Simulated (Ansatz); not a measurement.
# A computed series for GaP: response to strain

Base system: GaP in the zinc blende structure (space group F-43m, No. 216; a = 5.4513 Å).

Strains are applied to the cell and any free atomic positions relax.

All numbers come from Kohn–Sham DFT with the r2SCAN functional, run in Ansatz (a first-principles code) with PAW and 500 eV plane waves, no spin-orbit coupling.

Notes on the quantities. energy relative to the base: free energy F.

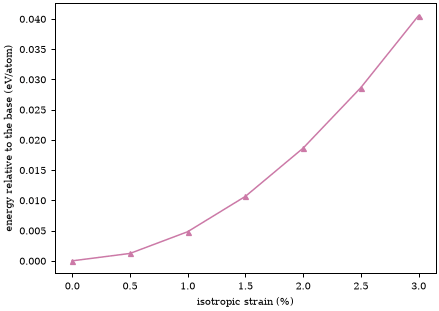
Figure. Energy relative to the base against isotropic strain

```
isotropic strain (%)  energy relative to the base
--------------------  ---------------------------
0.5                                 +1.2 meV/atom
1                                   +4.8 meV/atom
1.5                                  +11 meV/atom
2                                    +19 meV/atom
2.5                                  +29 meV/atom
3                                    +41 meV/atom
```

No phonon test of stability was made.
